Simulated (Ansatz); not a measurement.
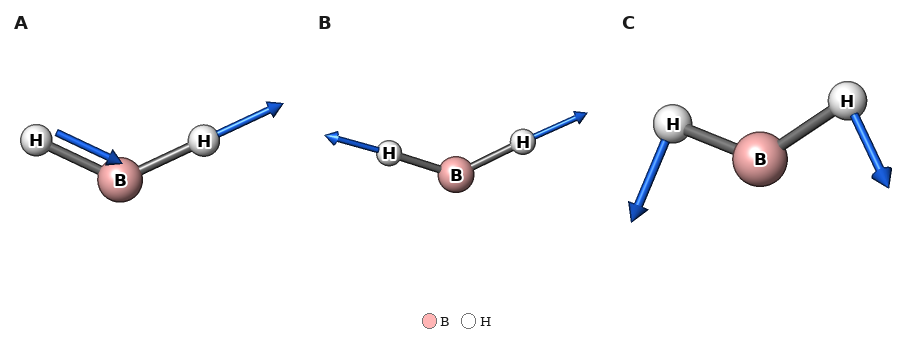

3 normal modes of one molecule or complex, as arrows. State: neutral, doublet. Harmonic vibrations computed with UKS PBE0-D4/def2-TZVP (Ansatz 0.2.0) at a stationary point of the same level.

Match the panels to the wavenumbers 980 cm⁻¹, 2586 cm⁻¹, 2757 cm⁻¹.

Answer. A: 2757 cm⁻¹, out-of-phase stretching of 2 B–H bonds
B: 2586 cm⁻¹, in-phase stretching of 2 B–H bonds
C: 980 cm⁻¹, H–B–H bending
